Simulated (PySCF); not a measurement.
**C4H8F2O2Si (SMILES O=C(O[SiH3])C(CF)CF): density, localisation and related maps**

Input

```
{"job": {"kind": "nmr", "xc": "PBE0", "basis": "pcSseg-1"}, "charge": 0, "multiplicity": 1}
O      1.033606    -0.850739     1.137645
C      0.549979    -0.320948     0.168247
O      1.266525     0.441321    -0.656704
Si     2.930526     0.673751    -0.269064
C     -0.896055    -0.458028    -0.246034
C     -1.683874    -1.207235     0.814123
F     -2.963961    -1.409711     0.357815
C     -1.514156     0.889182    -0.570067
F     -1.432822     1.701740     0.535598
H      3.642183    -0.630449    -0.296367
H      3.398696     1.551588    -1.372424
H      3.055884     1.355239     1.044287
H     -0.902620    -1.050885    -1.179213
H     -1.723026    -0.616930     1.743136
H     -1.217625    -2.178872     1.034328
H     -2.574747     0.753281    -0.833656
H     -0.979934     1.370014    -1.403591
```

Command:

```sh
OMP_NUM_THREADS=1 python probes_run.py task.json out
```

Geometry: PBE0-D3(BJ)/def2-SVP.

Method: PBE0/pcSseg-1, SCF density, gas phase, non-relativistic in PySCF.

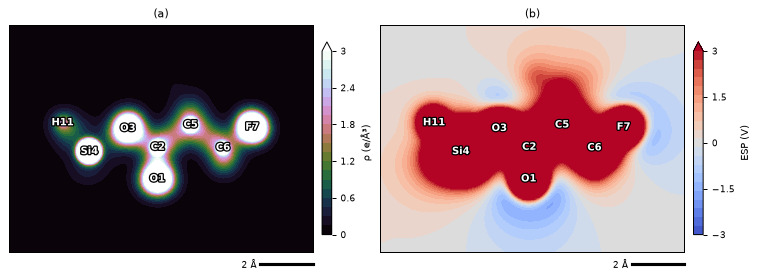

Figure 1. (a) electron density; (b) molecular electrostatic potential on the plane of atoms O1, C2 and C5.

**Interpret the plot.**

- The section cuts through O, C, Si, F and H sites.
- C–O (1.21 Å): ρ is about 3.3 e/Å³ halfway.
- C–F (1.37 Å): the density is about 2.1 e/Å³ at the midpoint, with its minimum of 1.7 e/Å³ about 0.5 Å from C.
- C–C (1.51 Å): ρ at the midpoint is about 1.7 e/Å³.
- Si–O (1.72 Å): ρ is about 0.95 e/Å³ halfway.
- C–O (1.33 Å): the density is about 2.5 e/Å³ at the midpoint.
- Outside the dense part of the molecule the potential is most negative (−1.6 V) near O1.

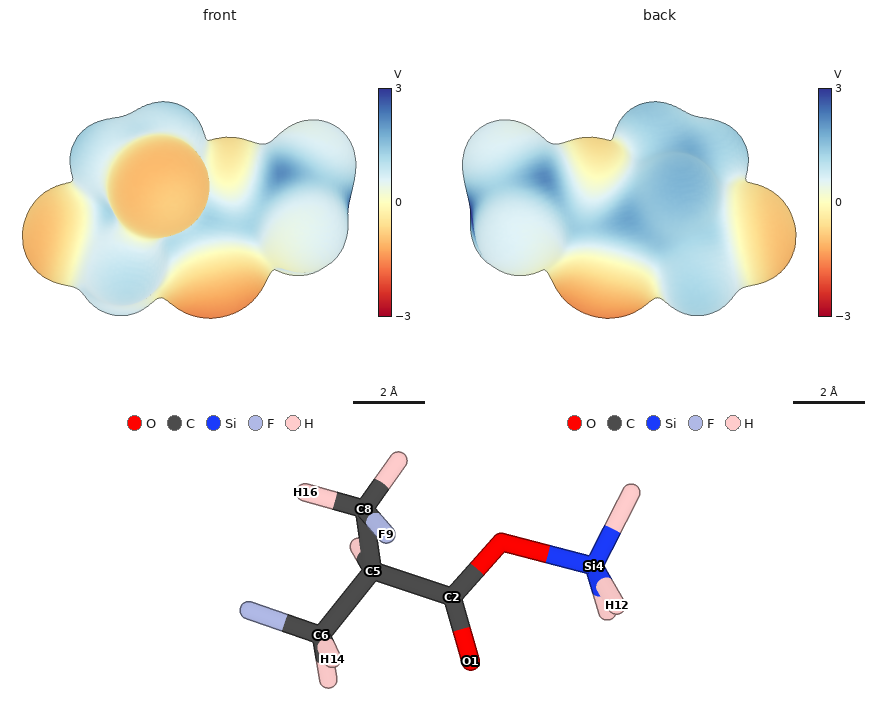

Figure 2. The electrostatic potential painted on the density surface at 0.004 e/bohr³, seen from the front and from behind; the colour scale runs from red (negative) to blue (positive). The bare structure is drawn below in the same view.

**Describe the electrostatic potential map.**

The most negative region (about −1.5 V, or −35 kcal/mol for a unit charge) lies over O1, the most positive (about +2.7 V, or +62 kcal/mol for a unit charge) over Si4. O1 is the likeliest acceptor of a hydrogen bond.
